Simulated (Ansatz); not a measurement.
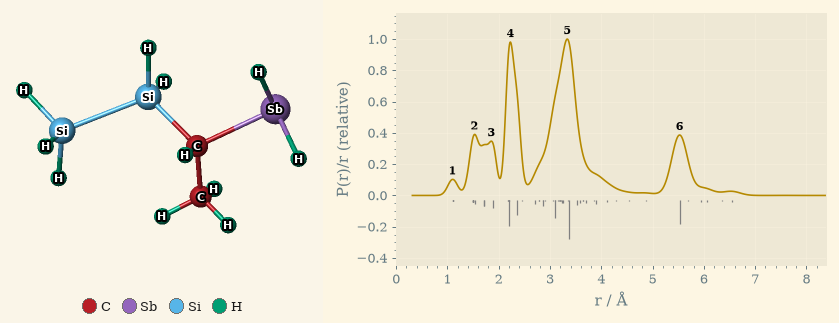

Simulated gas electron diffraction: radial distribution curve of C₂H₁₁SbSi₂. Each pair of atoms contributes with weight ZᵢZⱼ/r (bars below the curve); damping constant 0.0015 Å²; vibrational amplitudes assumed, not computed: 0.05 Å for bonds, 0.078 Å for bonds to H, 0.06 + 0.015 r up to 0.15 Å for other pairs. The geometry is the end point of an optimisation (RKS PBE0/def2-SVP in Ansatz 0.2.0); it may be a saddle point or a higher isomer.

> Which pairs of atoms lie under the numbered peaks? Mark bonded pairs by – and others by ···.

Peak 1, 1.10 Å: C–H 1.10 Å (×4)
Peak 2, 1.53 Å: Si–H 1.50 Å (×5), C–C 1.53 Å
Peak 3, 1.86 Å: Sb–H 1.72 Å (×2), Si–C 1.89 Å, not resolved
Peak 4, 2.23 Å: Sb–C 2.21 Å, Si–Si 2.35 Å, not resolved
Peak 5, 3.34 Å: Si···H 3.07–3.35 Å (×8), Sb···C 3.09 Å, Sb···H 3.23–3.59 Å (×3), Sb···Si 3.36 Å, not resolved; in its flanks Sb···H 2.71–4.11 Å, Si···C 2.87–3.90 Å
Peak 6, 5.53 Å: Sb···Si 5.53 Å; in its flanks Sb···H 5.94–6.06 Å
